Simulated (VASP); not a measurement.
Band structure of HgTe (space group P3_121). Calculation: LDA (Ceperley-Alder, Perdew-Zunger), VASP's LDA PAW potentials (set 64) (plane waves; VASP).

Unless said otherwise, spin-orbit coupling is left out, though it shifts the bands of the heavy elements here.

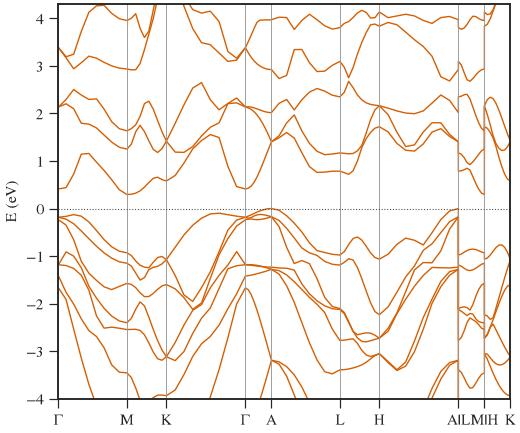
Bands along high-symmetry lines, zero at the valence-band maximum or, without a gap, the Fermi level

### Question
Read the plot: is there a gap, and where are the band edges?

### Answer
The gap is indirect, 0.30 eV, from the valence maximum at A to the conduction minimum at M. (Edges off the drawn lines would not show.)

The structure comes from a computed database's HgTe entry (P3_121); how it stands against other phases isn't given here. It was relaxed first, which changed the volume by -12 %.
